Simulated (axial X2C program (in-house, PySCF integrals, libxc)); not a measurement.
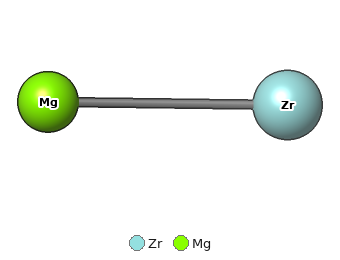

Figure 1. The molecule at the reference distance of 2.998 Å.

# Relativistic diatomic calculation for ZrMg

System: ZrMg, single determinant with Ω = 4.
Method: HF, two-component X2C with atomic mean-field Coulomb and Gaunt terms, Zr dyall-cv3z, Mg dyall-cv3z (cores contracted) (axial X2C program (in-house, PySCF integrals, libxc)).

## Input
```
{"zs": [40, 12], "q": 0, "bas": ["dyall-cv3z", "dyall-cv3z"], "levels": ["PBE0", "HF", "PW91"], "cc": true, "r0": 2.93, "thr": -2.0, "nmax": 90, "npts": 10, "nst": 2, "ntry": 6}
```

The line is the task of a batch: nuclear charges, charge, bases, the levels to run, a first guess of the distance and further settings. This report covers HF with spin-orbit coupling. The log is that of the reference distance 2.998 Å.

Hardware: 1 thread of AMD EPYC (Zen 3), 24 GiB of memory available, shared host.

The run was one of a batch that the task file lists, launched with:
```bash
python <driver script> task.json out
```

## Log
```
two-component X2C + atomic mean field  HF
basis functions 245  fitting functions 1043  grid points 5084
iter        total energy     max residual
   1      -3794.715375517     4.00e-01
   2      -3794.737443316     6.96e-03
   3      -3794.739200001     2.22e-02
   4      -3794.739679221     7.82e-03
   5      -3794.739778587     1.07e-03
   6      -3794.739820175     2.73e-03
   7      -3794.739865450     2.63e-03
   8      -3794.739933136     1.08e-03
   9      -3794.740062034     1.55e-03
  10      -3794.740333009     7.01e-03
  11      -3794.740592147     5.76e-03
  12      -3794.741174966     4.17e-03
  13      -3794.741294327     1.42e-03
  14      -3794.741357123     6.75e-04
  15      -3794.741376377     6.47e-04
  16      -3794.741381279     2.39e-04
  17      -3794.741384397     1.85e-04
  18      -3794.741385230     1.72e-04
  19      -3794.741385845     7.30e-05
  20      -3794.741386063     4.05e-05
  21      -3794.741386151     3.79e-05
  22      -3794.741386179     1.59e-05
  23      -3794.741386192     9.62e-06
  24      -3794.741386199     1.08e-05
  25      -3794.741386202     6.69e-06
  26      -3794.741386203     1.98e-06
converged
one-electron -5413.59816631  Coulomb 1664.90959284  exact exchange -129.15923677  xc functional 0.00000000  nuclear repulsion 84.72483697  atomic mean-field constant -1.61841294
correlated 14  virtual 354  natural virtual 90  E(MP2) -0.329179405  MP2 remainder -0.018764547
iter   CCSD correlation   residual
   1     -0.322694860   1.41e-01
   2     -0.333180247   7.91e-02
   3     -0.335662470   4.63e-02
   4     -0.337015553   2.67e-02
   5     -0.337864311   1.15e-02
   6     -0.338138559   5.10e-03
   7     -0.338172064   2.32e-03
   8     -0.338178824   1.25e-03
   9     -0.338175253   6.03e-04
  10     -0.338182514   2.81e-04
  11     -0.338183113   1.42e-04
  12     -0.338184018   7.76e-05
  13     -0.338183950   4.83e-05
  14     -0.338184560   2.95e-05
  15     -0.338184946   1.86e-05
  16     -0.338185181   1.06e-05
  17     -0.338185248   6.28e-06
  18     -0.338185286   3.62e-06
  19     -0.338185303   2.05e-06
(T) -0.01261937140840959  T1 0.0764  D1 0.2017  max T2 0.130
```

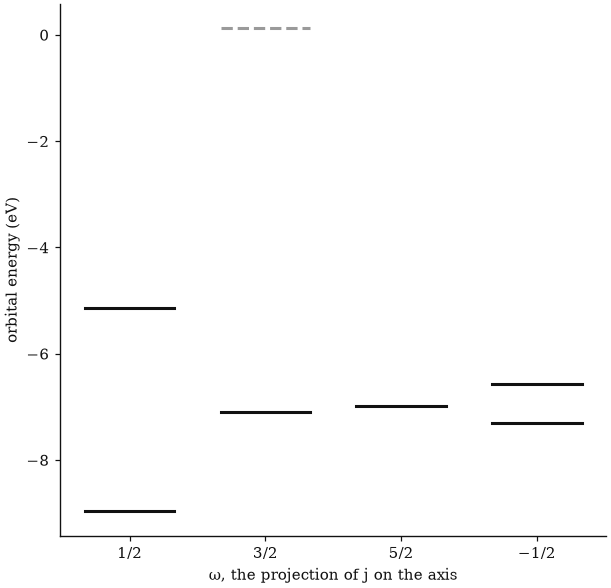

Figure 2. Orbital energies near the frontier at 3.00 Å, filled (solid) and empty (dashed). The highest filled spinor (1/2; 42 % Zr s, 36 % Zr p) lies at −5.14 eV, the lowest empty one (3/2; 74 % Zr p, 22 % Mg p) at 0.12 eV.

## Outcome

| quantity | value |
| --- | --- |
| outcome | not converged in a step after the SCF shown |
| wall time | 9.4 s |
| peak memory | 0.95 GiB |

## What went wrong

The SCF whose log is shown converged, but a later step did not. The run therefore gave no full result. Hartree–Fock lacks correlation, so it usually binds too weakly.
